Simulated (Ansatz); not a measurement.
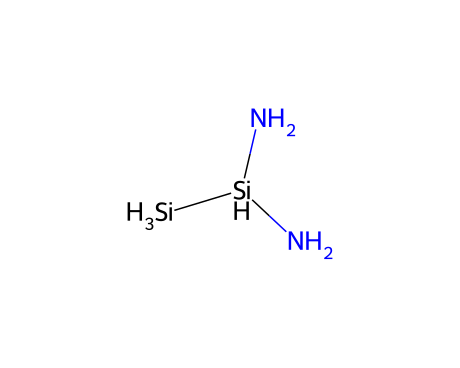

> Transcribe the drawing into SMILES.

N[SiH](N)[SiH3]

> What is the molecular formula?

H8N2Si2.

The parts below concern this one geometry. Atoms keep their numbers from picture to picture. The geometry was computed by an optimisation with PBE0-D4/def2-TZVP.

**Shape**

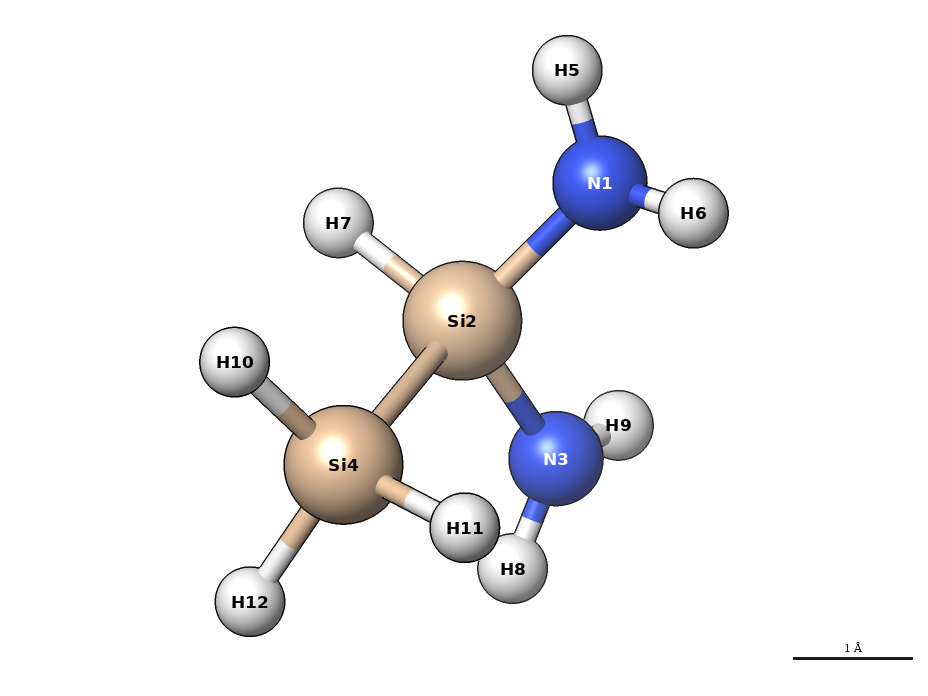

The atoms are numbered.

> What is the geometry at Si4?

Si4 has 4 neighbours (Si2 at 2.35, H10 at 1.49, H11 at 1.49, H12 at 1.49 Å); the arrangement is tetrahedral.

> What is the geometry at Si2?

Si2 has 4 neighbours (N1 at 1.72, N3 at 1.71, Si4 at 2.35, H7 at 1.50 Å); the arrangement is tetrahedral.

**Vibrations**

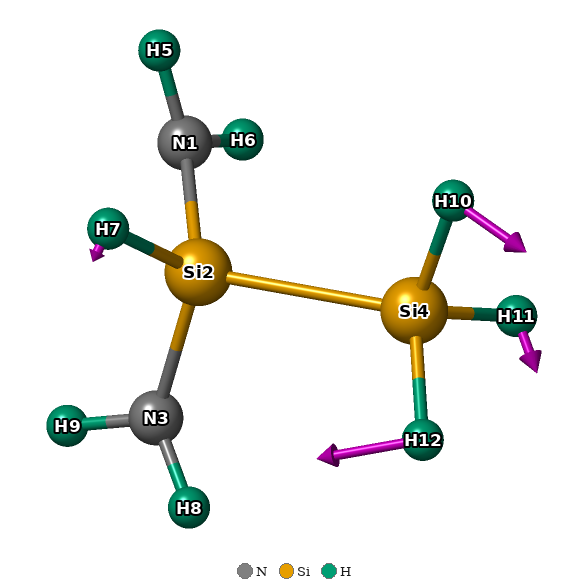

The arrows show one normal mode. Harmonic vibrations computed with RKS PBE0-D4/def2-TZVP (Ansatz 0.2.0) at a stationary point of the same level.

> What kind of motion is it?

Mostly H–Si–Si bending.

> Estimate its harmonic wavenumber.

495 cm⁻¹; it is mode 10 of 30 counted from the lowest.

**Electronic properties**

Method: RKS PBE-D4/def2-TZVPP (Ansatz 0.2.0).

> Estimate the HOMO–LUMO gap.

5.09 eV.

> What is the dispersion correction?

−24.4 kJ/mol.

> What is the dipole moment?

1.32 D.

> Give the HOMO energy (Kohn–Sham orbital) at this level.

−5.64 eV.

**Thermal motion**

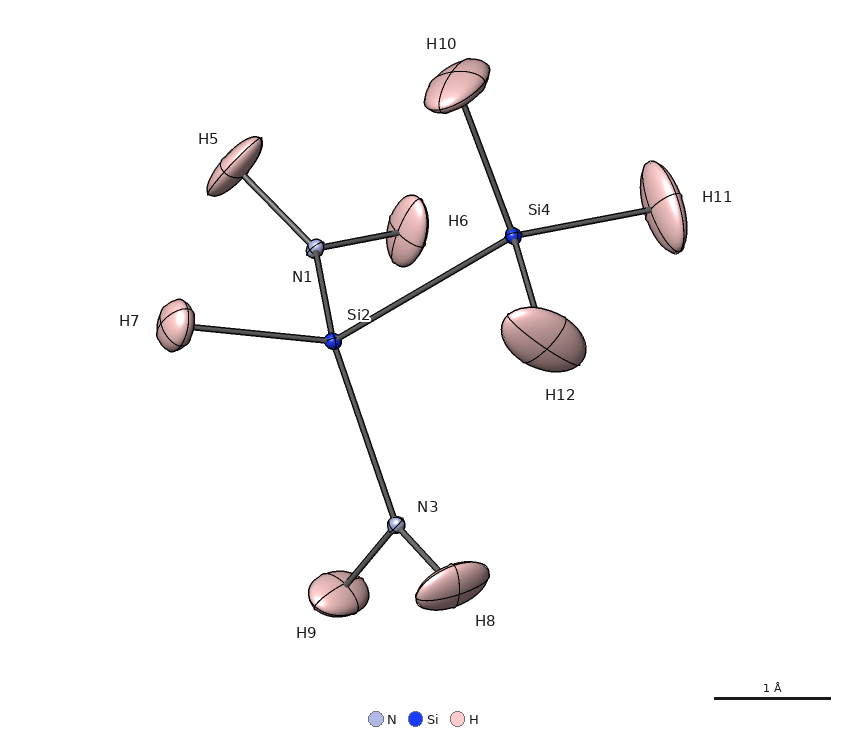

Displacement ellipsoids at the 50 % level, from the internal vibrations of the free molecule (harmonic, no overall translation or rotation; no half-axis is drawn under 0.075 Å). Vibrations computed with RKS PBE0-D4/def2-TZVP (Ansatz 0.2.0). Temperature: 0 K (zero-point motion alone).

List U_eq and the three principal root-mean-square amplitudes for each kind of atom.

| atom | U_eq (Å²) | rms amplitudes (Å) |
| --- | --- | --- |
| N1 | 0.0023 | 0.031, 0.041, 0.065 |
| Si2 | 0.00100 | 0.028, 0.031, 0.036 |
| N3 | 0.0022 | 0.035, 0.046, 0.058 |
| Si4 | 0.00073 | 0.015, 0.027, 0.035 |
| H5 | 0.0271 | 0.076, 0.139, 0.237 |
| H6 | 0.0264 | 0.072, 0.149, 0.227 |
| H7 | 0.0179 | 0.092, 0.143, 0.156 |
| H8 | 0.0281 | 0.078, 0.155, 0.233 |
| H9 | 0.0259 | 0.085, 0.150, 0.219 |
| H10 | 0.0389 | 0.089, 0.177, 0.278 |
| H11 | 0.0390 | 0.087, 0.182, 0.276 |
| H12 | 0.0405 | 0.090, 0.180, 0.285 |
